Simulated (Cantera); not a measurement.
A closed system holds: 1 mol V₂O₃, 0.84 mol H₂, at 21000 Pa.

Equilibrium computed with Cantera from the NASA thermochemical tables; the gas is ideal and each condensed phase is pure. Candidate condensed phases: H₂O, V, VO, V₂O₃, V₂O₄, V₂O₅; 12 gas species. Mutual solubility and eutectic melting of coexisting phases are not modelled. VO: taken at fixed stoichiometry. Condensed phases not in the tables: the oxides between V₂O₃ and V₂O₅ other than VO₂. Kinetics and transport are ignored.

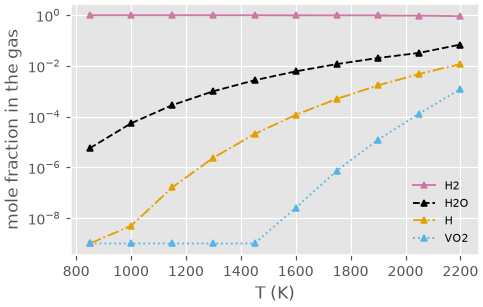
Fig. 1. Equilibrium gas composition (values under 1e-9 drawn at 1e-9)

From 850 K to 1000 K the condensed part is V₂O₃(s). From 1150 K to 2050 K the condensed part is VO(s) + V₂O₃(s). At 2200 K the condensed part is VO(l) + V₂O₃(s).
